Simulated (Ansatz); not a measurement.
**BSiH₄SeCl: nudged elastic band (part 2 of 2)**

Continued. System: BSiH₄SeCl. Method: RKS PBE/def2-SVP (Ansatz 0.2.0). The run did not end well. One setting was made poor on purpose. It belongs to a series of runs on one base structure; here: band between the two ends.

Geometry of the input (Å):
```
B  -0.6363  1.5446  -0.2293
Se 1.2143  1.0615  0.1471
Si 0.5830  -1.1291  0.2925
Cl 0.0730  -1.8208  -1.5722
H  -1.0741  1.5978  -1.3729
H  -1.4195  1.8621  0.6459
H  1.7967  -1.9169  0.7667
H  -0.4449  -1.2563  1.2663
```

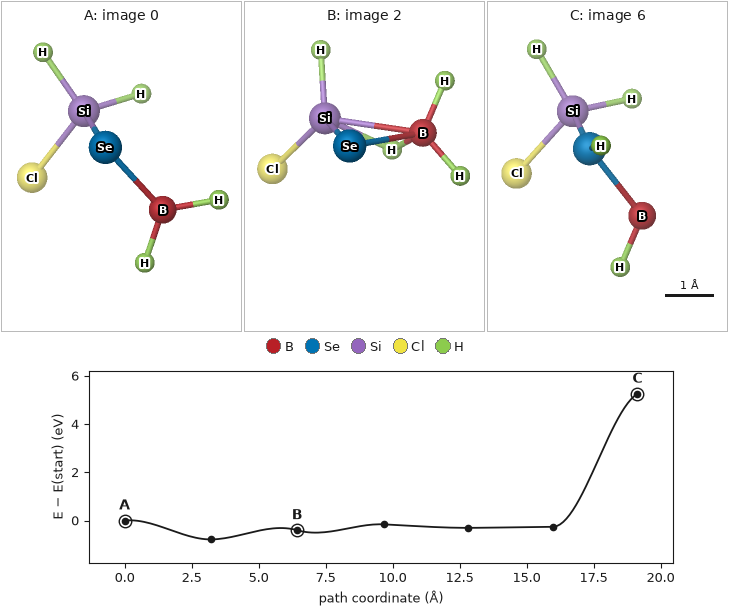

Figure 1. Images of the last band (counted from 0; ball-and-stick, seen at a tilt) above the energy along the path; the line is a cubic interpolation that uses the forces. No image lies above both ends; the end is 5.254 eV above the start. The path is 19.14 Å long. The band had not converged after 60 iterations. The end points carry forces over 0.1 eV/Å, so they aren't fully relaxed minima and the barriers are approximate.

```
Unfinished report: {"positions_ang":[[-1.1486495797805678,0.16553050354186494,-0.17454049632502724],[0.7440802760340274,1.4619605017158164,-0.02578086347137238],[0.46340117127494906,-0.9318421641485526,-0.12188063540217348],[1.422831998590274,-1.565380331666617,-1.855600281833941],[-1.650065273133986,0.40803931500901885,-1.2502115159074019],[0.7489422180970282,1.4681087144996519,1.4589931196450252],[1.199195759944696,-1.5299724250354612,1.0414681585022227],[-1.6875365710264232,0.46645587608427874,0.8716525047926665]],"unchecked":["starts","cluster_reference","orbital_swaps","neighbouring_geometries","increment"],"mean_field":{"relativity":"none","state":{"energy":{"ev":-86457.31848807675,"hartree":-3177.2478515615453},"converged":true,"gradient_ev":9.185116915893998e-6,"stability":{"kind":"minimum","curvature_ev":72.31318488856895},"curvature_floor_ev":0.00030000000000000003,"spin_squared":7.105427357601002e-15},"others":[],"fillings":{"estimated":0,"unestimated":0,"tried":0,"untried":0,"excluded_magnetic_sites":0},"n_dropped_functions":0,"n_trapped_functions":0,"passes":{"evaluations":4,"products":23},"factors":{"origin":"density fitting in generated functions","count":1123,"bound_ev":null},"gradient_stop_ev":0.00009,"reference_kind":"stationary","functional":{"name":"PBE","citations":["Perdew, Burke & Ernzerhof, Phys. Rev. Lett. 77, 3865 (1996) doi:10.1103/PhysRevLett.77.3865"],"text":"name \"PBE\"\ncite \"Perdew, Burke & Ernzerhof, Phys. Rev. Lett. 77, 3865 (1996) doi:10.1103/PhysRevLett.77.3865\"\nparent pbe\nparameter kappa = 0.804\nparameter beta = 0.06672455060314922\nexchange = pbe_x(kappa = kappa, mu = beta*pi^2/3)\ncorrelation = pbe_c(beta = beta)\n","parameters":{"beta":{"value":0.06672455060314922,"default":0.06672455060314922},"kappa":{"value":0.804,"default":0.804}},"final_grid":{"core_spheres":13.0,"valence_spheres":11.0,"degree":36.0},"final_grid_parameter_source":"default","radial_points_factor":1.0,"radial_grid_error_ev":3.125828648923977e-7,"grid_sensitivity":"normal","grid_sensitivity_ratio":0.001870803151768979},"unsmoothed_excess_ev":-0.000032510131925828774,"symmetry":{"irreps":["A"],"axes":[[0.9977803942521488,0.05872126495127229,0.03140219560076684],[-0.05671823104519641,0.9965086237852494,-0.061266671108622155],[-0.03489021514880724,0.05934960626786701,0.9976273337888848]],"occupied":[{"A":37},{"A":37}]},"density_repulsion":{"missed_ev":0.0000637002956671664,"excess_ev":0.0000637002956671664,"most_excess_ev":0.000962,"are_drawn_again":false,"n_first_factors":1123,"energy_change_ev":0.0,"n_dropped_ends":0},"direct_passes":"host"},"factors":{"origin":"density fitting in generated functions","count":1123,"bound_ev":null},"n_frozen":0,"n_occupied":[37,37],"n_virtual":[65,65],"reference":{"ev":-86457.31848807675,"hartree":-3177.2478515615453},"total":{"ev":-86457.31848807675,"hartree":-3177.2478515615453},"forces_ev_per_angstrom":[[0.2162982772640435,0.41809495239386657,0.20991614048540252],[-0.015579556983291144,0.04262469019316139,-0.1363698937181513],[0.05279983282185045,-0.09163775983618141,-0.06871267872661614],[-0.034030099331585933,-0.07491853809623675,0.010686642830557055],[-0.007315787869444974,-0.019937416044420012,-0.06112820508388355],[0.009233443665722355,0.019632571434551455,0.044937403068263444],[-0.022832229895718033,0.008336265685326852,0.024577282145574305],[-0.198573879639839,-0.3021947656708036,-0.023906690975050948]],"charge_distribution":{"dipole_moment_e_ang":[0.1884878290119485,0.04787490358183092,0.3395545883680035],"mulliken_charges_e":[-0.23426077535826462,-0.06594540740452004,0.3352209155095629,-0.20842328225307227,0.04832725583086195,0.08274346975597902,0.0024648887230727112,0.0398729351963667],"lowdin_charges_e":[-0.5293545359030922,0.3182297490492729,0.13769929885292953,0.09300691553006857,0.009999197134890392,0.019646751656988926,-0.055071515331427845,0.005844139010390603]},"n_threads":2,"memory_gib":2.556818182580173,"seconds":{"hamiltonian":0.783242206,"orbitals":0.0,"second_order":0.0,"solver_start":0.0,"cycles":0.0,"cycle":0.0,"perturbative":0.0,"full_ci_increment":0.0,"forces":0.0}}
this run last wrote the band of iteration 60 to [file]
Error: NEB band did not converge after 60 iterations: max|band force component| = 3.81e-1 eV/Å (threshold 5.0e-2); raise `neb.max_iterations` in a new run, which can start from the last band evaluated (`neb.initial_path`, with `crystal.atoms` and `neb.final_atoms` set to its first and last images), add images, or start from endpoints closer to local minima. Where this run's directory can be resumed (`checkpoint.write`), a resume goes on for up to `neb.max_iterations` more; to start a new run from the last band, take its images' positions from the `neb_iteration` event of iteration 60 (`data.images[].positions_ang`), in the event stream of the run that computed that iteration (not this run's, if it was resumed behind it). With `checkpoint.write`, `steps/00-neb/state/checkpoint.json` in the run directory holds the last saved band, under `neb.evaluated.images[].positions_ang` (a band under a hybrid functional on support functions is neither saved nor resumed: `neb.initial_path` says where its path is): check the last entry of `neb.iterations` there, which is earlier than 60 if that iteration was not saved or its write failed. If the band's step has no `state` directory and holds `state.next`, a write was cut short, and the file is under `state.next` instead (behind a loss of power it can be under `state.prev`)
this run wrote the band of iteration 60 to [file] as well, whether or not its events were kept: a new run's `neb.initial_path` can list its `images[].positions_ang`
a run's events are kept only if it was started with --events-out <file>, and are in that file
```

**The last band as extended XYZ (Å, eV, eV/Å)**
```
8
Properties=species:S:1:pos:R:3:forces:R:3 image=0 energy=-86457.15980
B    -0.6363    1.5446   -0.2293   -0.8943   0.3374  -0.4031
Se    1.2143    1.0615    0.1471    0.5698  -0.0163   0.1710
Si    0.5830   -1.1291    0.2925    1.7930   0.0995  -0.4315
Cl    0.0730   -1.8208   -1.5722   -0.3361  -0.3193  -0.3693
H    -1.0741    1.5978   -1.3729    0.2779  -0.0842   0.1210
H    -1.4195    1.8621    0.6459    0.1607  -0.0764   0.1883
H     1.7967   -1.9169    0.7667   -0.2212   0.3129  -0.1254
H    -0.4449   -1.2563    1.2663   -1.3497  -0.2537   0.8490
8
Properties=species:S:1:pos:R:3:forces:R:3 image=1 energy=-86457.94283
B    -0.7425    1.7046    0.1507   -0.0383   0.0210   0.0165
Se    0.9264    1.0257   -0.5078    0.0098  -0.0143   0.0011
Si    0.5929   -1.2230   -0.0505    0.0072  -0.0105   0.0060
Cl    1.2333   -2.3718   -1.6621   -0.0121   0.0133  -0.0096
H    -1.6083    0.9804    0.5953    0.0268  -0.0101  -0.0187
H    -0.8666    2.9097    0.0942    0.0085  -0.0057  -0.0060
H     1.4231   -1.6224    1.1328   -0.0023   0.0094   0.0073
H    -0.8660   -1.4603    0.1915    0.0005  -0.0031   0.0034
8
Properties=species:S:1:pos:R:3:forces:R:3 image=2 energy=-86457.56260
B    -0.6048    0.9201    0.0793   -0.0484  -0.1557  -0.1481
Se    1.3550    1.2185   -0.8266   -0.0152   0.0169   0.1576
Si    0.7788   -0.7308   -0.0424   -0.1466  -0.0587   0.0069
Cl    0.5198   -2.5069   -1.0912    0.1965   0.1042  -0.0730
H    -1.4191    1.4872   -0.6166   -0.0671  -0.2250  -0.1575
H    -0.7638    1.0025    1.2856    0.3476   0.1554   0.0157
H     1.0812   -1.0736    1.3771   -0.0387  -0.1342  -0.0136
H    -0.8550   -0.3740   -0.2211   -0.2280   0.2971   0.2120
8
Properties=species:S:1:pos:R:3:forces:R:3 image=3 energy=-86457.31846
B    -1.1486    0.1655   -0.1745    0.2163   0.4181   0.2099
Se    0.7441    1.4620   -0.0258   -0.0156   0.0426  -0.1364
Si    0.4634   -0.9318   -0.1219    0.0528  -0.0916  -0.0687
Cl    1.4228   -1.5654   -1.8556   -0.0340  -0.0749   0.0107
H    -1.6501    0.4080   -1.2502   -0.0073  -0.0199  -0.0611
H     0.7489    1.4681    1.4590    0.0092   0.0196   0.0449
H     1.1992   -1.5300    1.0415   -0.0228   0.0083   0.0246
H    -1.6875    0.4665    0.8717   -0.1986  -0.3022  -0.0239
8
Properties=species:S:1:pos:R:3:forces:R:3 image=4 energy=-86457.46300
B    -0.3412    0.8502   -0.4851   -0.0007  -0.0006   0.0008
Se    0.5137    2.4019    0.2185    0.0007  -0.0015  -0.0010
Si    0.1015   -1.0230    0.0925   -0.0003  -0.0007  -0.0001
Cl    0.2330   -2.2749   -1.5853    0.0018   0.0011  -0.0011
H    -1.2115    1.1028   -1.2927   -0.0012  -0.0008   0.0004
H     1.4887    1.7242    1.1220   -0.0001  -0.0005   0.0006
H     1.4135   -1.1033    0.8302    0.0002  -0.0002  -0.0001
H    -0.9701   -1.5781    0.9965   -0.0005   0.0032   0.0006
8
Properties=species:S:1:pos:R:3:forces:R:3 image=5 energy=-86457.42076
B     0.2805    0.7598   -0.2830    0.0204  -0.0141  -0.0005
Se    0.5877    1.8742    1.2364   -0.0058   0.0143   0.0150
Si    0.2580   -1.2366   -0.0047   -0.0025   0.0004  -0.0061
Cl   -0.9635   -2.1453   -1.4462   -0.0173  -0.0055   0.0042
H     0.1617    1.2649   -1.3780    0.0193  -0.0026  -0.0003
H     0.6351    3.1874    0.5345   -0.0152   0.0109  -0.0030
H     1.6486   -1.7982   -0.1633   -0.0019   0.0010  -0.0114
H    -0.2449   -1.6493    1.3533    0.0030  -0.0043   0.0023
8
Properties=species:S:1:pos:R:3:forces:R:3 image=6 energy=-86451.90541
B    -0.6363    1.5446   -0.2293    2.1835  -0.2462  -0.7717
Se    1.2143    1.0615    0.1471   -0.5372   0.7218  -0.9478
Si    0.5830   -1.1291    0.2925    0.0030  -0.4663  -0.5295
Cl    0.0730   -1.8208   -1.5722   -0.0359  -0.6441  -0.5664
H    -1.0741    1.5978   -1.3729   -0.9449  -0.5733   0.7373
H     1.9870    2.3330    0.5034    0.7194   1.3172   1.1145
H     1.7967   -1.9169    0.7667   -0.1545   0.3939  -0.2352
H    -0.4449   -1.2563    1.2663   -1.2334  -0.5030   1.1989
```

**Outcome**

```json
{"quantity": "outcome", "value": "not converged"}
{"quantity": "barrier, forward (band not converged)", "value": "−0.159 eV"}
{"quantity": "barrier, backward", "value": "−5.413 eV"}
{"quantity": "wall time", "value": "4.3 min (CPU time 8.2 min)"}
{"quantity": "peak memory", "value": "0.22 GiB"}
```

**Diagnosis**

The run did not converge: “NEB band did not converge after 60 iterations: max|band force component| = 3.81e-1 eV/Å (threshold 5.0e-2); raise `neb.max_iterations` in a new run, which can start from the last band evaluated (`neb.initial_path`, with `crystal.atoms` and `neb.final_atoms` set to its first and last images), add images, or start from endpoints closer to local minima …” Its last values are not results. A deliberately poor setting: ends not relaxed.
